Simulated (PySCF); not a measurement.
# UB3LYP/STO-3G run of BH2Br− (SMILES [BH2-]Br)

Aim: the energy change on altering one bond length of BH2Br− at UB3LYP/STO-3G, from 2 runs. The job is set up through a Python script.

The results are computed with PySCF 2.14.0.

7 further runs of the same task are left out: 7 set aside as unsound or not needed.

## (1) Starting point

BH2Br−: 4 atoms, total charge -1, spin state doublet. SMILES: `[BH2-]Br`. Geometry: relaxed at GFN2-xTB.

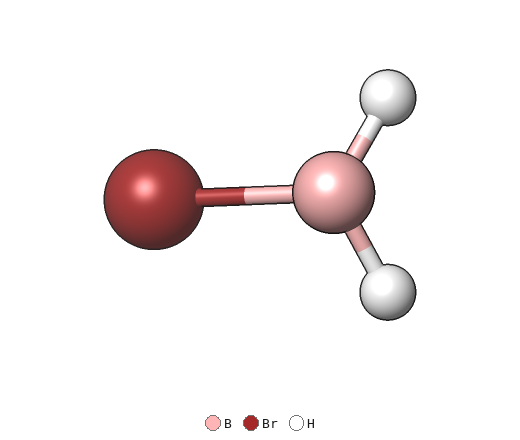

The structure, seen from a chosen angle (boron pink, bromine red, hydrogen white).

## (2) A single-point energy at UB3LYP/STO-3G

job.py

```python
from pyscf import gto, dft

mol = gto.M(
    atom='''
B   -0.380570   0.148840   0.001750
Br   1.540060   0.580870   0.661540
H   -0.770230  -0.861690   0.547550
H   -0.389260   0.131980  -1.210840
''',
    verbose=3,
    max_memory=1860,
    spin=1,
    basis='sto-3g',
    charge=-1,
)

myscf = dft.UKS(mol)
myscf.xc = 'b3lyp'
myscf.grids.level = 5
myscf.conv_tol = 1e-10
myscf.kernel()
if not myscf.converged:
    myscf = myscf.newton().run(myscf.mo_coeff, myscf.mo_occ)

e_final = myscf.e_tot
print('E = %.10f Eh' % e_final)
```

Started as:

```console
OMP_NUM_THREADS=1 python job.py
```

The program printed:

```text
WARN: HOMO -0.165735910659995 >= LUMO -0.165735910659992

converged SCF energy = -2571.60462264099  <S^2> = 0.75184051  2S+1 = 2.0018397
E = -2571.6046226410 Eh
```

Wall time 4.2 s (1 thread of Arm Neoverse V2, shared host); peak memory 0.23 GiB.

## (3) The distorted shape, same level

mol.xyz

```xyz
4

B     -0.302628     0.350971    -0.107424
Br     1.618002     0.783001     0.552366
H     -0.770230    -0.861690     0.547550
H     -0.311318     0.334111    -1.320014
```

calc.py

```python
from pyscf import gto, dft

system = gto.M(
    atom='mol.xyz',
    basis='sto-3g',
    spin=1,
    charge=-1,
    max_memory=1860,
    verbose=3,
)

ks = dft.UKS(system)
ks.xc = 'b3lyp'
ks.conv_tol = 1e-10
ks.grids.level = 5
ks.kernel()
if not ks.converged:
    ks = ks.newton().run(ks.mo_coeff, ks.mo_occ)

e_final = ks.e_tot
print('E(%s) = %.9f' % ('B3LYP', e_final))
```

Started as:

```console
OMP_NUM_THREADS=1 python calc.py
```

The program printed:

```text
WARN: HOMO -0.16282588556229 >= LUMO -0.162825885562288

converged SCF energy = -2571.57956301049  <S^2> = 0.7520164  2S+1 = 2.0020154
E(B3LYP) = -2571.579563010
```

It took 4.5 s on 1 thread of Arm Neoverse V2, shared host; peak memory 0.23 GiB.

## (4) Results

Level: UB3LYP/STO-3G.

```
                                                         quantity           value
                                        first shape: total energy  -2571.60462 Eh
                  first shape: HOMO energy (highest over α and β)         6.27 eV
                   first shape: LUMO energy (lowest over α and β)        11.63 eV
                                                first shape: ⟨S²⟩           0.752
                                    distorted shape: total energy  -2571.57956 Eh
              distorted shape: HOMO energy (highest over α and β)         6.05 eV
               distorted shape: LUMO energy (lowest over α and β)        11.35 eV
                                            distorted shape: ⟨S²⟩           0.752
energy change with the B1–H3 bond stretched from 1.213 to 1.455 Å        0.682 eV
```

In words: With the B1–H3 bond stretched from 1.213 to 1.455 Å the energy rises by 0.68 eV (15.7 kcal/mol). The first shape isn't relaxed at this level, so the change isn't measured from a minimum. The minimal basis adds a large error of its own. Mulliken charges (first shape) run from -0.43 on Br2 to -0.18 on H3; they depend strongly on the basis. The HOMO (first shape) lies at positive energy, 6.27 eV; only total energies tell whether the electron is bound. The HOMO (distorted shape) lies at positive energy, 6.05 eV; only total energies tell whether the electron is bound.
